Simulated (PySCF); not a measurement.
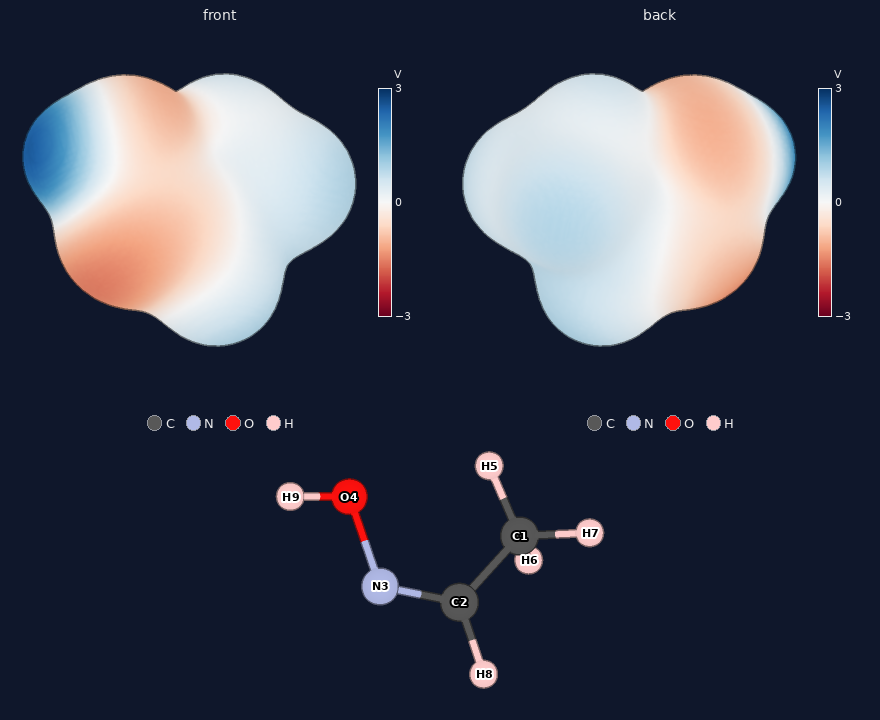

C2H5NO (SMILES C/C=N\O). The molecular electrostatic potential painted on the density surface at 0.002 e/bohr³, seen from the front and from behind; red is negative and blue positive. The bare structure is drawn below in the same view.

Geometry: PBE0-D3(BJ)/def2-SVP.

Method: PySCF, CAM-B3LYP/def2-SVPD, SCF density, gas phase.

```yaml
atoms:
  - { symbol: C, position_ang: [-1.0090, -0.2622, 0.3481] }
  - { symbol: C, position_ang: [-0.0506, 0.7574, -0.1648] }
  - { symbol: N, position_ang: [1.1739, 0.5912, -0.4770] }
  - { symbol: O, position_ang: [1.6130, -0.6965, -0.3035] }
  - { symbol: H, position_ang: [-0.5152, -1.2284, 0.5042] }
  - { symbol: H, position_ang: [-1.8409, -0.3976, -0.3624] }
  - { symbol: H, position_ang: [-1.4538, 0.0752, 1.2977] }
  - { symbol: H, position_ang: [-0.3979, 1.7879, -0.3080] }
  - { symbol: H, position_ang: [2.5364, -0.6453, -0.5699] }
```

Describe the electrostatic potential map.

Answer. The most negative region (about −1.5 V, or −35 kcal/mol for a unit charge) lies over N3, the most positive (about +2.4 V, or +55 kcal/mol for a unit charge) over H9. N3 is the likeliest acceptor of a hydrogen bond.

What dipole moment does the calculation give?

Answer. Its dipole moment is 0.81 D.
